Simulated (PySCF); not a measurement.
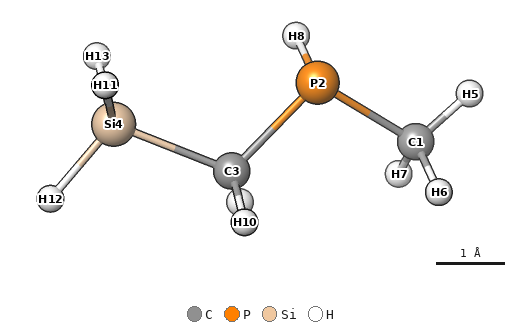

*The structure (ball-and-stick view, seen at a tilt; atoms are numbered from 1 in the order of the input).*

# Run report: C2H9PSi, excited-state calculation

The run: excited-state calculation of C2H9PSi, SMILES CPC[SiH3]. Method and program: TDDFT PBE0/def2-SVPD, vertical, gas phase, core orbitals frozen in the response (PySCF 2.14.0).

The geometry comes from this level: GFN2-xTB.

## The program's output
```
coarse grid: 11000 points
cycle   1  E = -711.7454687555  dE = -2.468e-02  |g| = 3.303e-01  |ddm| = 3.975e+00
cycle   2  E = -711.7340369297  dE =  1.143e-02  |g| = 3.857e-01  |ddm| = 8.939e-01
cycle   3  E = -711.7745547888  dE = -4.052e-02  |g| = 3.424e-02  |ddm| = 4.642e-01
cycle   4  E = -711.7748940427  dE = -3.393e-04  |g| = 1.425e-02  |ddm| = 8.065e-02
cycle   5  E = -711.7749525848  dE = -5.854e-05  |g| = 4.369e-03  |ddm| = 2.481e-02
cycle   6  E = -711.7749578884  dE = -5.304e-06  |g| = 8.330e-04  |ddm| = 6.826e-03
final grid: 94616 points
cycle   7  E = -711.8591893323  dE = -1.772e-05  |g| = 6.674e-03  |ddm| = 6.989e-02
cycle   8  E = -711.8591824299  dE =  6.902e-06  |g| = 8.335e-03  |ddm| = 1.719e-02
cycle   9  E = -711.8592010524  dE = -1.862e-05  |g| = 3.759e-04  |ddm| = 9.475e-03
cycle  10  E = -711.8592010985  dE = -4.605e-08  |g| = 1.117e-04  |ddm| = 8.229e-04
cycle  11  E = -711.8592011015  dE = -3.000e-09  |g| = 4.820e-05  |ddm| = 2.166e-04
cycle  12  E = -711.8592011021  dE = -6.746e-10  |g| = 9.609e-06  |ddm| = 7.512e-05
```

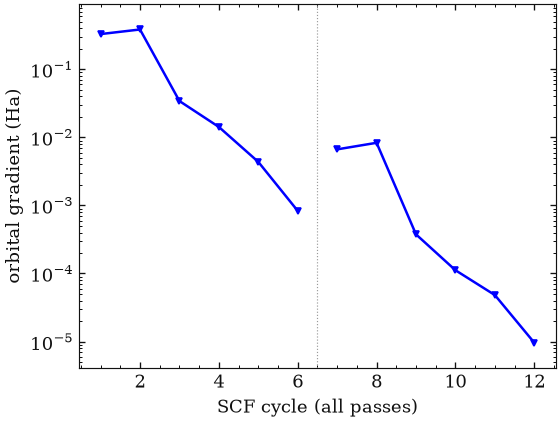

*Convergence of the self-consistent field: orbital gradient against the SCF cycle. The dotted line marks the change from a coarse to the final integration grid.*

The first 6 cycles use a coarse grid, the final grid takes over at cycle 7, and the field converges after 12 cycles in all.

```
converged SCF energy = -711.8592011021

Static polarisability (au): isotropic 79.993, principal 67.651 73.140 99.189

Singlet excitations
state   eV       nm        f      main configurations
  1   6.0024    206.6   0.02533   H->L 0.97
  2   6.1990    200.0   0.06878   H->L+1 0.96
  3   6.8997    179.7   0.02471   H->L+3 0.77, H->L+2 0.18
  4   6.9888    177.4   0.01675   H->L+2 0.80, H->L+3 0.16
  5   7.4155    167.2   0.05245   H->L+5 0.65, H->L+4 0.29
  6   7.4710    166.0   0.03248   H->L+4 0.66, H->L+5 0.28
  7   7.6233    162.6   0.02955   H->L+6 0.67, H-1->L 0.25
  8   7.6778    161.5   0.07046   H-1->L 0.69, H->L+6 0.26

Triplet excitations (Tamm-Dancoff, eV): 5.1310 5.2993 6.4535
```

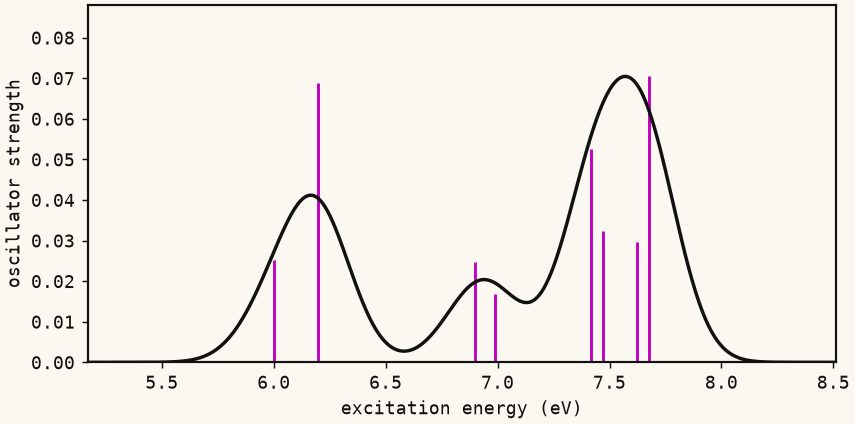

*Computed excitations as sticks (degenerate states added up, dark ones marked on the axis), with a Gaussian envelope of 0.35 eV full width at half maximum, scaled to the tallest.*

Of the 8 states the lowest lies at 6.00 eV (f = 0.025); the strongest line is at 7.68 eV, or 161 nm (f = 0.070).

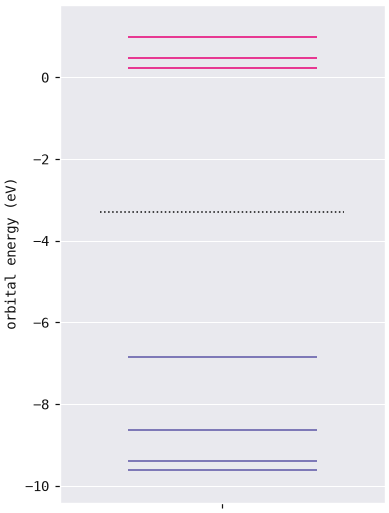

*Orbital energies near the frontier; the dotted line parts filled from empty levels, and levels within 0.02 eV of each other stand side by side.*

Highest filled −6.85 eV, lowest empty 0.24 eV, 7.09 eV apart.

The run was set up as follows.

## Input
```
{"job": {"kind": "uv", "xc": "PBE0", "basis": "def2-SVPD", "nstates": 8, "ntriplets": 3}, "charge": 0, "multiplicity": 1}
C      2.253189    -0.450904    -0.002537
P      0.835029     0.297130     0.928036
C     -0.567707    -0.402727    -0.055566
Si    -2.202088     0.500573     0.320951
H      3.175602     0.040791     0.301690
H      2.324458    -1.507731     0.254505
H      2.121328    -0.347559    -1.078821
H      0.872078     1.524312     0.249266
H     -0.325909    -0.359744    -1.119417
H     -0.656484    -1.456293     0.219968
H     -2.500646     0.388517     1.747071
H     -3.256327    -0.134310    -0.475513
H     -2.076911     1.908432    -0.064546
```

The first line tells a small driver script what to run in PySCF; the rest is the geometry in Å.

Run as:
```bash
OMP_NUM_THREADS=1 python <driver script> task.json out
```

## Key numbers

| quantity | value |
| --- | --- |
| outcome | converged |
| total energy | −711.859201 hartree |
| HOMO | −6.85 eV |
| LUMO | 0.24 eV |
| dipole moment | 1.50 D |
| mean polarisability | 79.99 a.u. |
| lowest singlet excitation | 6.00 eV |
| hardware | 1 CPU thread, shared host |
| wall time | 13 s |
| peak memory | 0.62 GiB |
